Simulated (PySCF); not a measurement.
C3H7NS

| atom | x (Å) | y (Å) | z (Å) |
| --- | --- | --- | --- |
| C | 2.2181 | -0.0180 | 0.1305 |
| S | 0.8720 | 0.0585 | 1.3717 |
| N | -0.5012 | 0.0279 | 0.4414 |
| C | -1.5057 | 0.7734 | -0.2084 |
| C | -1.5203 | -0.7570 | -0.1353 |
| H | 3.1616 | -0.0020 | 0.6987 |
| H | 2.1870 | 0.8530 | -0.5403 |
| H | 2.1649 | -0.9487 | -0.4529 |
| H | -1.2781 | 1.2466 | -1.1770 |
| H | -2.2357 | 1.3283 | 0.4017 |
| H | -2.2602 | -1.2374 | 0.5240 |
| H | -1.3023 | -1.3244 | -1.0542 |

Geometry: B3LYP-D3(BJ)/def2-SVP.

All numbers below come from PBE0/pcSseg-1, SCF density, gas phase, non-relativistic in PySCF 2.14.0.

> Predict the electron density and electron localisation function between the atoms.

C–N (1.41 Å): the density is about 1.9 e/Å³ at the midpoint; the ELF peaks at about 0.85 between the atoms; localised, covalent bonding.
C–C (1.53 Å): the density is about 1.5 e/Å³ at the midpoint; the ELF peaks at about 0.85 between the atoms: a covalent bond.
S–N (1.66 Å): ρ at the midpoint is about 1.4 e/Å³; the ELF peaks at about 0.85 between the atoms (localised, covalent bonding).

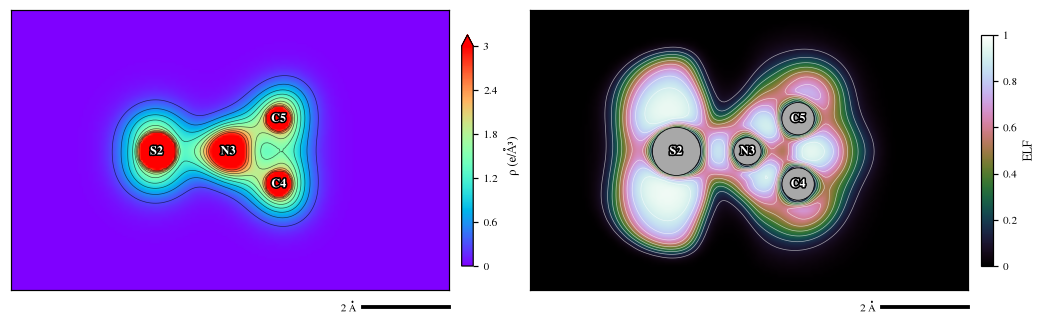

Computed electron density and electron localisation function on the plane of atoms S2, N3 and C4, in this order. Grey discs cover the atomic cores in the ELF map. 
